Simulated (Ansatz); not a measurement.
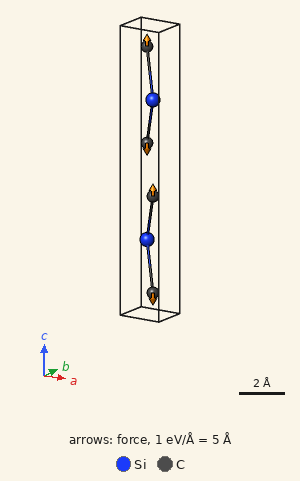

Starting geometry of crystalline SiC₂ (a generated structure, set up in P6_3/mmc) (coarse preliminary run) with the computed forces as orange arrows. The picture is a ball-and-stick view of the cell of the calculation, seen slightly off an axis.

Theory: DFT PBE, scalar-relativistic, plane waves, PAW in Ansatz.

Input file:
```yaml
crystal:
  lattice:
    - [2.68769333, 0.0, 0.0]
    - [-1.34384666, 2.3276107, 0.0]
    - [0.0, 0.0, 13.0514391]
  atoms:
    - { symbol: Si, position: [0.33333333, 0.66666667, 0.25] }
    - { symbol: Si, position: [0.66666667, 0.33333333, 0.75] }
    - { symbol: C, position: [0.33333333, 0.66666667, 0.91666667] }
    - { symbol: C, position: [0.33333333, 0.66666667, 0.58333333] }
    - { symbol: C, position: [0.66666667, 0.33333333, 0.08333333] }
    - { symbol: C, position: [0.66666667, 0.33333333, 0.41666667] }
basis:
  ecutwfc: 420
kpoints:
  mp_grid: { grid: [6, 6, 2] }
hamiltonian:
  xc: pbe
scf:
  occupations: { method: gaussian, width: 0.1 }
  lower_state_search: "off"
output:
  forces: true
  stress: true
  eigenvalues: true
relax:
  adjacent_minimum: "off"
  f_tol: 0.04
  max_steps: 70
  cell: { stress_tol: 0.4 }
```

Run as
```bash
ansatz run input.yaml --threads 1 --pin off --max-ram 2560MiB --backend cpu --events-out ev --progress --plain --runs-dir out
```

### Is this structure relaxed? If not, where do the atoms go?

It isn't relaxed: the largest force vector, on C atoms, is 0.12 eV/Å. The atoms end up moving mostly along the starting forces (cosine between the two patterns 1.00). The energy falls by 3249 meV per atom in 16 accepted moves (20 points after the start). Largest force component: 0.12 eV/Å at the start, 0.00075 eV/Å at the end. Pressure: −21.89 GPa at the start and −0.01 GPa at the end. The line search rejected the trial steps at points 13, 15 of the run. The SCF was repeated twice at an unchanged geometry on a basis and grid sized afresh for the cell, which shifted the energy by 2.1 meV per atom at most. The largest moves relative to the cell, 0.96 Å, are those of C3, C4, C5 and C6. C6 goes along +c. Si stays in place. The drawn cell changes as follows: a = b 2.688 → 2.560 Å (−4.8 %), c 13.051 → 8.915 Å (−31.7 %); the volume changes by −38.0 %. Near-neighbour distances that change, for instance: Si1–C3 4.350 → 2.016 Å, C3–C5 2.672 → 1.538 Å, Si1–C5 2.672 → 2.854 Å, Si1–Si1 2.688 → 2.560 Å. New bonds form: C3–C5 (2.67 → 1.54 Å), C4–C6 (2.67 → 1.54 Å), Si1–C3 (4.35 → 2.02 Å), Si1–C4 (4.35 → 2.02 Å). The space group stays P6_3/mmc (No. 194).

Limits of the set-up: the k-point mesh is coarse for a cell with partly filled bands.
